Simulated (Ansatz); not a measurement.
# CCSD(T)/cc-pVDZ run of BGeH3Cl2 (SMILES Cl[B](Cl)[GeH3])

Aim: the vertical singlet–triplet gap of BGeH3Cl2 at CCSD(T)/cc-pVDZ, from 2 runs. 

Program for the calculation: Ansatz 0.2.0.

72 further runs of the same task are left out: 72 set aside as unsound or not needed.

## (1) The molecule

BGeH3Cl2 has 7 atoms, charge 0, and is taken as a singlet. As SMILES, `Cl[B](Cl)[GeH3]`. The coordinates come from a PBE0-D4/def2-TZVP relaxation.

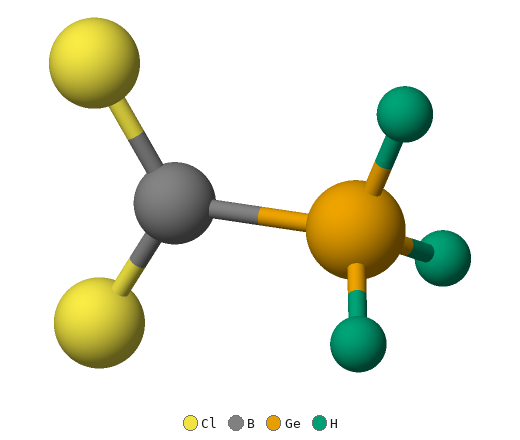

The structure, seen from a chosen angle (chlorine yellow, boron grey, germanium amber, hydrogen teal).

## (2) The energy at CCSD(T)/cc-pVDZ

File molecule.yaml:

```yaml
crystal:
  periodic: [false, false, false]
  atoms:
    - {symbol: Cl, position_ang: [1.749500, -1.428200, 1.208700]}
    - {symbol: B, position_ang: [0.206400, -1.021900, 0.511500]}
    - {symbol: Cl, position_ang: [-1.082400, -2.191800, 0.604700]}
    - {symbol: Ge, position_ang: [-0.123100, 0.798500, -0.412200]}
    - {symbol: H, position_ang: [-0.556200, 0.560600, -1.868300]}
    - {symbol: H, position_ang: [-1.266100, 1.534300, 0.306700]}
    - {symbol: H, position_ang: [1.133300, 1.680500, -0.396700]}
basis:
  gaussian: {orbitals: cc-pVDZ}
correlation: {method: ccsd_t, frozen_orbitals: {B: 1, Cl: 5, Ge: 9, H: 0}}
accuracy: high
scf: {omitted_lower_state_checks: [cluster_reference, increment]}
```

Started as:

```
$ ansatz run molecule.yaml --threads 1 --pin off --max-ram 3480MiB --events-out events.jsonl --progress --plain --runs-dir runs
```

Standard output, cut to the lines that bear on the results:

```text
Warning: RAYON_NUM_THREADS=1 ignored (pool sized by the plan → 1); use --threads N
Functional definition: HF
  name "HF"
[...]
2113 factors; integrals over basis functions are off by at most 4.4e-9 eV
[...]
mean field -82201.32330390 eV, -3020.8429133603 hartree, gradient 6.9e-8 eV, S^2 0.000000; 0 other end points of the search recorded, 0 dependent functions left out
20 core orbitals not correlated: weight in the atoms' cores, before any rotation towards them, 1.000 or more for the frozen orbitals, at most 0.000 for the correlated occupied ones
reference -82201.32330390 eV, -3020.8429133603 hartree; 17, 17 occupied and 55, 55 virtual orbitals, 2113 factors
second order -12.84123471 eV of doubles, -0.00000000 eV of singles
cycle   1  -13.74194287 eV  change   -9.0e-1 eV  update   9.2e-2
[...]
cycle  20  -14.18768335 eV  change   8.5e-10 eV  update  7.8e-10
perturbative correction -0.40454071 eV, -0.0148665968 hartree
Total energy: -82215.91552796 eV, -3021.3791677035 hartree
Checks for a lower state left out: cluster_reference, increment
```

Run time: 29 s. Hardware: 1 thread of Arm Neoverse V1, shared host; peak memory 0.49 GiB.

## (3) The triplet at the same level

File run.yaml:

```yaml
basis:
  gaussian: {orbitals: cc-pVDZ}
crystal:
  periodic: [false, false, false]
  atoms:
    - {symbol: Cl, position_ang: [1.749500, -1.428200, 1.208700]}
    - {symbol: B, position_ang: [0.206400, -1.021900, 0.511500]}
    - {symbol: Cl, position_ang: [-1.082400, -2.191800, 0.604700]}
    - {symbol: Ge, position_ang: [-0.123100, 0.798500, -0.412200]}
    - {symbol: H, position_ang: [-0.556200, 0.560600, -1.868300]}
    - {symbol: H, position_ang: [-1.266100, 1.534300, 0.306700]}
    - {symbol: H, position_ang: [1.133300, 1.680500, -0.396700]}
scf: {omitted_lower_state_checks: [cluster_reference, increment]}
accuracy: high
correlation: {method: ccsd_t, frozen_orbitals: {B: 1, Cl: 5, Ge: 9, H: 0}}
magnetization: {spin_polarized: true, initial_magnetization: 2}
```

Started as:

```
$ ansatz run run.yaml --threads 1 --pin off --max-ram 3480MiB --events-out events.jsonl --progress --plain --runs-dir runs
```

Standard output, cut to the lines that bear on the results:

```text
Warning: RAYON_NUM_THREADS=1 ignored (pool sized by the plan → 1); use --threads N
[... 2 set-up lines as earlier in the session ...]
[...]
2113 factors; integrals over basis functions are off by at most 4.4e-9 eV
[...]
mean field -82197.12219227 eV, -3020.6885253555 hartree, gradient 2.3e-8 eV, S^2 2.015116; 0 other end points of the search recorded, 0 dependent functions left out
20 core orbitals not correlated: weight in the atoms' cores, before any rotation towards them, 1.000 or more for the frozen orbitals, at most 0.000 for the correlated occupied ones
reference -82197.12219227 eV, -3020.6885253555 hartree; 18, 16 occupied and 54, 56 virtual orbitals, 2113 factors
second order -12.52858916 eV of doubles, -0.00000000 eV of singles
cycle   1  -13.44340708 eV  change   -9.1e-1 eV  update   1.0e-1
[...]
cycle  28  -13.96419194 eV  change   -1.6e-9 eV  update   2.7e-9
perturbative correction -0.40988142 eV, -0.0150628642 hartree
Total energy: -82211.49626563 eV, -3021.2167628082 hartree
Checks for a lower state left out: cluster_reference, increment
```

Wall time 1.9 min (1 thread of Arm Neoverse V1, shared host); peak memory 0.91 GiB.

## (4) Outcome

Level: CCSD(T)/cc-pVDZ, 20 core orbitals frozen.

| quantity | value |
| --- | --- |
| singlet: total energy | -3021.37917 Eh |
| singlet: correlation energy (20 core orbitals frozen) | -536.3 mEh |
| singlet: (T) correction | -14.87 mEh |
| singlet: T1 diagnostic | 0.012 |
| triplet: total energy | -3021.21676 Eh |
| triplet: correlation energy (20 core orbitals frozen) | -528.2 mEh |
| triplet: (T) correction | -15.06 mEh |
| triplet: ⟨S²⟩ of the reference determinant | 2.015 |
| triplet: T1 diagnostic | 0.020 |
| vertical energy of the triplet above the singlet | 4.419 eV |

At this shape the triplet lies 4.42 eV (426 kJ/mol) above the singlet. The triples (singlet) make up 2.8 % of the correlation energy. The triples (triplet) make up 2.9 % of the correlation energy.
